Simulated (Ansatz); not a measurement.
CH4NS (doublet)

```xyz
7

C     0.0886   -0.5380   -0.1432
N     0.0885   -0.4443    1.2731
S    -1.1228    0.6455   -0.8460
H    -0.2684   -1.5179   -0.4651
H     1.0639   -0.3461   -0.6042
H     0.5027    0.4610    1.5156
H    -0.3525    1.7398   -0.7301
```

The product side of a reaction path; geometry: PBE0-D4/def2-TZVP.

These are results of UKS PBE0-D4/def2-TZVPP in Ansatz 0.2.0, not measurements.

### What will maps of the electron density, electron localisation function and spin density show?

C–N (1.42 Å): ρ at the midpoint is about 2.1 e/Å³; the ELF peaks at about 0.95 between the atoms (a covalent bond).
C–S (1.83 Å): ρ is about 1.2 e/Å³ halfway; the ELF peaks at about 0.90 between the atoms: a shared electron pair.
The unpaired spin (1 electron) lies mostly on N2 (about 0.8) and S3 (about 0.1), in electrons by Hirshfeld's partition.

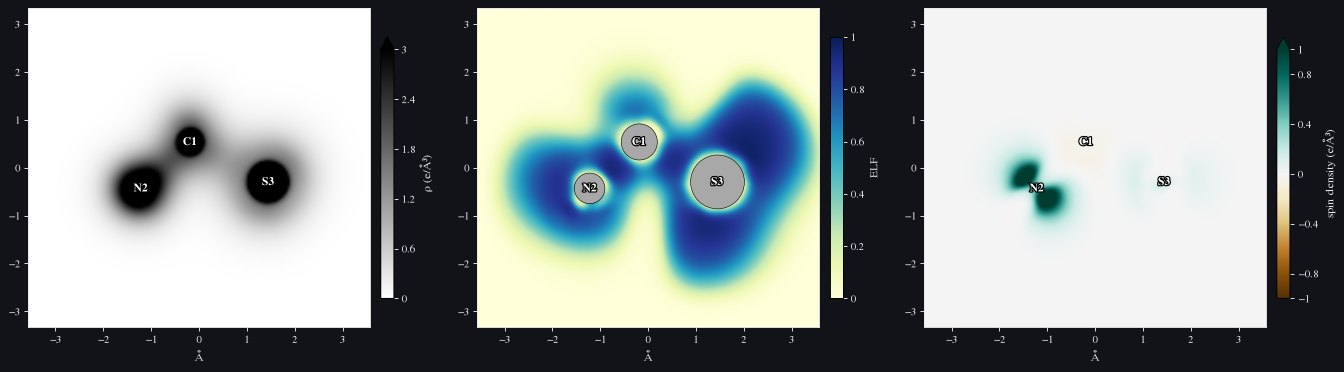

Computed electron density, electron localisation function and spin density on the plane of atoms N2, C1 and S3, in this order. Grey discs cover the atomic cores in the ELF map. 
